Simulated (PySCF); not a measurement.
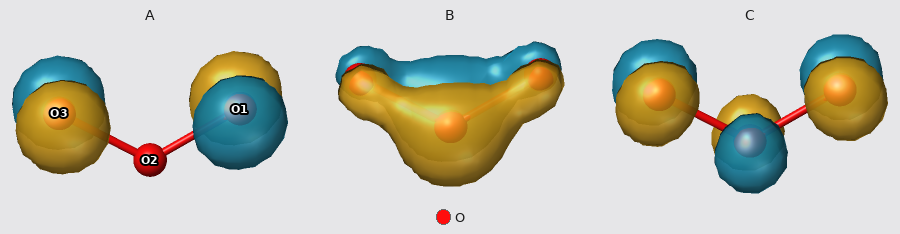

Figure 1: O3, SMILES `[O-][O+]=O`. Natural orbitals of the π active space, CASSCF(4,3), singlet state, in random order.

PySCF calculation, 6-31G* basis, gas phase; geometry: GFN2-xTB. No frequency check shows the geometry to be a minimum.

The calculation's input:

```python
import numpy as np
from pyscf import gto, scf, dft, mcscf, mrpt
from pyscf.mcscf import avas

def solve(mol, dm0=None, hcore=None):
    mf = scf.ROHF(mol) if mol.spin else scf.RHF(mol)
    mf = mf.density_fit(auxbasis='def2-universal-jkfit')
    mf.conv_tol, mf.max_cycle = 1e-8, 80
    if hcore is not None:
        mf.get_hcore = lambda *args: hcore
    mf.kernel(dm0)
    if not mf.converged:
        mf = mf.newton().run(mf.mo_coeff, mf.mo_occ, max_cycle=30)
    assert mf.converged, 'SCF not converged'
    return mf

mol = gto.M(atom='''
O     -1.07255    -0.20490     0.00000
O      0.00001     0.40980     0.00000
O      1.07254    -0.20490     0.00000
''', basis='6-31g*', charge=0, spin=0, verbose=4)
mf = solve(mol)
ncas, nel, orbs = avas.avas(mf, ['O 2pz'], threshold=0.5, openshell_option=3)
print('active space', nel, ncas)
assert 2 <= ncas <= 10, 'active space too large or empty'
mc = mcscf.CASSCF(mf, ncas, nel)
mc.natorb, mc.max_cycle_macro = True, 60
mc.fix_spin_(ss=mol.spin / 2 * (mol.spin / 2 + 1))
mc.kernel(orbs)
occ = mc.mo_occ[mc.ncore:mc.ncore + ncas]
print('natural occupations', occ.round(4))
e2 = mrpt.NEVPT(mc).kernel()
out = dict(c=mc.mo_coeff[:, mc.ncore:mc.ncore + ncas], occ=occ, e=mc.e_tot, e2=e2, ehf=mf.e_tot, ok=mc.converged, nel=nel, w0=abs(mc.ci).max() ** 2, dm=mc.make_rdm1())
# the other spin state at the same geometry
other = mol.copy().set(spin=2).build()
mo = scf.ROHF(other).density_fit(auxbasis='def2-universal-jkfit').run()
na = (nel + other.spin) // 2
m2 = mcscf.CASSCF(mo, ncas, (na, nel - na))
m2.natorb = True
m2.fix_spin_(ss=other.spin / 2 * (other.spin / 2 + 1))
m2.kernel(mc.mo_coeff)
e2o = mrpt.NEVPT(m2).kernel()
print('other state above this one / eV: CASSCF', (m2.e_tot - mc.e_tot) * 27.211386, 'NEVPT2', (m2.e_tot + e2o - mc.e_tot - e2) * 27.211386)
np.savez('result.npz', eo=m2.e_tot, e2o=e2o, oko=m2.converged, occo=m2.mo_occ[mc.ncore:mc.ncore + ncas], co=m2.mo_coeff[:, mc.ncore:mc.ncore + ncas], **out)
```

Launched as:

```sh
OMP_NUM_THREADS=1 python input.py
```

The run took 1.6 s on 1 thread of AMD EPYC 9R14 (Zen 4), with other jobs on the host, peak memory 0.17 GiB.

**Which orbitals are strongly, which singly and which weakly occupied?**

Strongly: B (1.99), A (1.69). Weakly: C (0.32). Broadly, orbitals with more nodes between bonded atoms hold fewer electrons.

**How multiconfigurational is the state?**

The leading determinant weighs 0.84; the effective number of unpaired electrons, Σ n²(2−n)², is 0.56; the most occupied of the weakly occupied orbitals holds 0.32 e, some diradical character. The active space lowers the energy by 2.36 eV against Hartree–Fock.

**Where does the lowest triplet lie relative to the singlet, at this geometry and within this active space?**

2.59 eV above it by strongly contracted NEVPT2 (+1.33 eV by CASSCF); a small basis tends to put such gaps a few tenths of an eV too high. This is a vertical energy for π states alone; a state that uses lone pairs or σ orbitals may lie lower.
